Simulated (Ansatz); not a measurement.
**Cu3Au: pressure series**

Take Cu3Au in the Cu3Au type structure (space group Pm-3m, No. 221) as the base.

```
CELL_PARAMETERS angstrom
      3.78050     0.00000     0.00000
      0.00000     3.78050     0.00000
      0.00000     0.00000     3.78050
ATOMIC_POSITIONS crystal
  Cu 0.00000 0.50000 0.50000
  Cu 0.50000 0.50000 0.00000
  Cu 0.50000 0.00000 0.50000
  Au 0.00000 0.00000 0.00000
```

Cell and atoms are relaxed at each pressure.

Level of theory: DFT with PBE, PAW potentials and a 420 eV plane-wave cutoff in Ansatz (an electronic-structure program), without spin-orbit coupling.

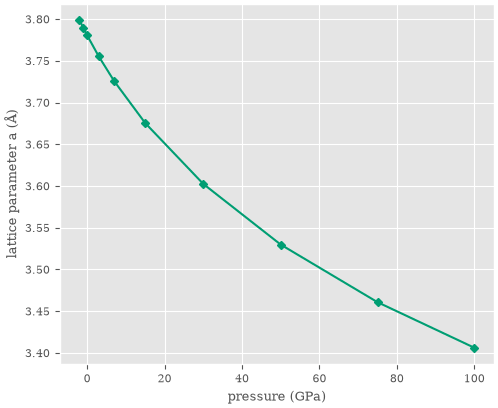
Figure: Lattice parameter a against pressure

### Question
From the plot, what is the lattice parameter a for pressure 15 GPa?

### Answer
About 3.68 Å.

### Question
Is the trend monotonic over the range shown?

### Answer
Yes, it falls throughout, spanning 3.406 Å to 3.799 Å.

Load acts through the strain it causes; cell and atoms are relaxed under it. No phonon test of stability was made. Competing high-pressure phases were not computed. All final runs are without spin polarisation.
